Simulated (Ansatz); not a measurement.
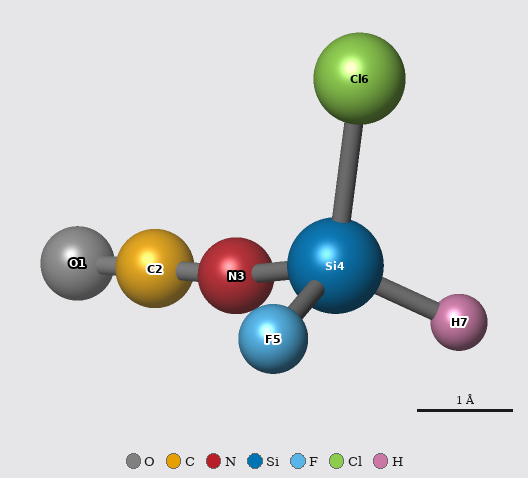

*The structure as given in the input (ball-and-stick view, seen at a tilt; atoms are numbered from 1 in the order of the input).*

**Run report: CHClFNOSi, frequency calculation**

CHClFNOSi, SMILES O=C=N[SiH](F)Cl, computed with B3LYP/6-31G*, RKS (Ansatz 0.2.0).

The geometry was optimised with B3LYP/6-31G*. Figures and captions count atoms from 1; the log counts them from 0 in places.

## Input
```yaml
crystal:
  periodic: [false, false, false]
  atoms:
    - {symbol: O, position_ang: [0.898131, -2.499170, 1.541032]}
    - {symbol: C, position_ang: [0.526550, -1.599769, 0.886910]}
    - {symbol: N, position_ang: [0.127516, -0.696654, 0.197834]}
    - {symbol: Si, position_ang: [-0.287347, 0.747892, -0.581147]}
    - {symbol: F, position_ang: [0.960656, 1.243127, -1.447431]}
    - {symbol: Cl, position_ang: [-0.718114, 2.191409, 0.814091]}
    - {symbol: H, position_ang: [-1.446192, 0.544966, -1.456989]}
basis:
  gaussian:
    orbitals: "6-31G*"
phonons:
  temperatures: {t_min: 298.15, t_max: 298.15, t_step: 1}
hamiltonian:
  xc: {name: B3LYP}
```

Machine: 1 thread of Arm Neoverse V2, 112 GiB of memory available, shared host.

Run as:
```bash
ansatz run job.yaml --threads 1 --pin off --max-ram 3480MiB --events-out events.jsonl --progress --plain --runs-dir runs
```

## The program's output
```
Functional definition: B3LYP
  name "B3LYP"
  parameter a0 = 0.2
  parameter ax = 0.72
  parameter ac = 0.81
  exchange = (1 - a0 - ax)*slater_x + ax*b88_x + a0*exact_x
  correlation = (1 - ac)*vwn_rpa_c + ac*lyp_c
982 factors; integrals over basis functions are off by at most 4.4e-4 eV
mean field evaluation 1: about -27705.0982 eV, gradient 6.0e1 eV
mean field evaluation 2: about -27698.1145 eV, gradient 8.7e1 eV
mean field evaluation 4: about -27711.1856 eV, gradient 2.5e0 eV
mean field evaluation 8: about -27711.2277 eV, gradient 3.8e-1 eV
mean field evaluation 16: about -27711.2280 eV, gradient 5.5e-5 eV
mean field -27711.22799479 eV, -1018.3688454634 hartree, gradient 5.5e-5 eV, S^2 0.000000; 0 other end points of the search recorded, 0 dependent functions left out
the calculation of the forces begins
reference -27711.22822003 eV, -1018.3688537411 hartree; 31, 31 occupied and 69, 69 virtual orbitals, 982 factors
these checks for a lower state are left out or cut short: stability, starts, cluster_reference, orbital_swaps, neighbouring_geometries, increment
982 factors; integrals over basis functions are off by at most 4.4e-4 eV
mean field -27711.22795394 eV, -1018.3688439622 hartree, gradient 1.9e-6 eV, S^2 0.000000; 0 other end points of the search recorded, 0 dependent functions left out
[... from here on the field's lines of each further geometry are left out, up to the last ...]
the calculation of the forces begins
reference -27711.22819309 eV, -1018.3688527508 hartree; 31, 31 occupied and 69, 69 virtual orbitals, 982 factors
these checks for a lower state are left out or cut short: stability, starts, cluster_reference, orbital_swaps, neighbouring_geometries, increment
982 factors; integrals over basis functions are off by at most 4.4e-4 eV
mean field -27711.22796722 eV, -1018.3688444505 hartree, gradient 2.8e-6 eV, S^2 0.000000; 0 other end points of the search recorded, 0 dependent functions left out
the calculation of the forces begins
reference -27711.22819247 eV, -1018.3688527281 hartree; 31, 31 occupied and 69, 69 virtual orbitals, 982 factors
Total energy: -27711.22822003 eV, -1018.3688537411 hartree
Atom 0 at     0.898131    -2.499170     1.541032 Å, force     0.000195    -0.000422     0.000296 eV/Å
Atom 1 at     0.526550    -1.599769     0.886910 Å, force    -0.000388     0.001216    -0.000877 eV/Å
Atom 2 at     0.127516    -0.696654     0.197834 Å, force    -0.000049    -0.000015     0.000164 eV/Å
Atom 3 at    -0.287347     0.747892    -0.581147 Å, force     0.000803     0.000098    -0.000539 eV/Å
Atom 4 at     0.960656     1.243127    -1.447431 Å, force    -0.000400    -0.000568     0.000571 eV/Å
Atom 5 at    -0.718114     2.191409     0.814091 Å, force    -0.000061    -0.000068     0.000254 eV/Å
Atom 6 at    -1.446192     0.544966    -1.456989 Å, force    -0.000100    -0.000240     0.000131 eV/Å
Dipole moment:    -0.202738    -0.053643    -0.185684 e Å
Vibrations: 43.27 53.68 221.03 265.72 342.59 540.29 601.04 605.81 647.32 843.90 856.24 955.66 1531.85 2368.20 2430.32 cm⁻¹, zero-point energy 0.762932 eV
```

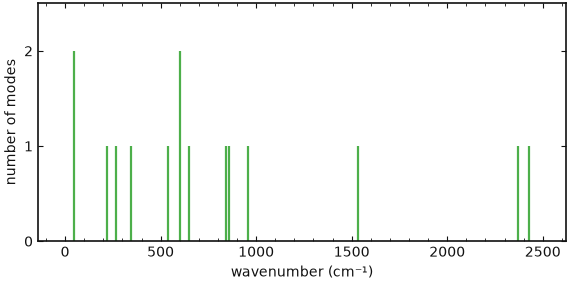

*Harmonic vibrational wavenumbers from the force constants; neighbouring modes closer than 11 cm⁻¹ are counted in one stick.*

15 modes from 43 to 2430 cm⁻¹, none imaginary.

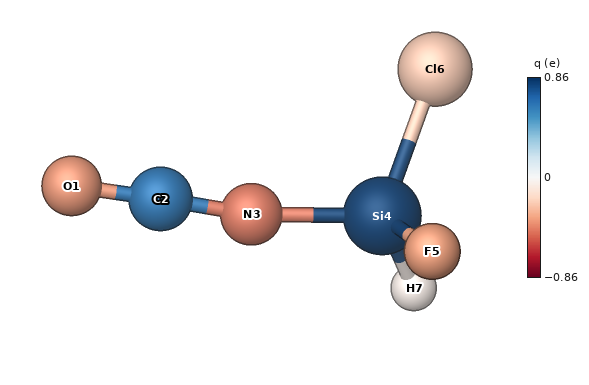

*Mulliken charges, as the colour of each atom (ball-and-stick view, seen at a tilt; atoms are numbered from 1 in the order of the input; Mulliken charges depend strongly on the basis).*

By element: O −0.37, C +0.63, N −0.45, Si +0.82, F −0.34, Cl −0.23 and H −0.06 e.

## Summary

```tsv
quantity	value
outcome	converged
total energy	−1018.368854 hartree
basis functions	100
largest force	0.002 eV/Å
zero-point energy	0.028037 hartree
dipole moment	1.35 D
wavenumbers, lowest and highest	43 and 2430 cm⁻¹
wall time	2.2 min
peak memory	0.21 GiB
```
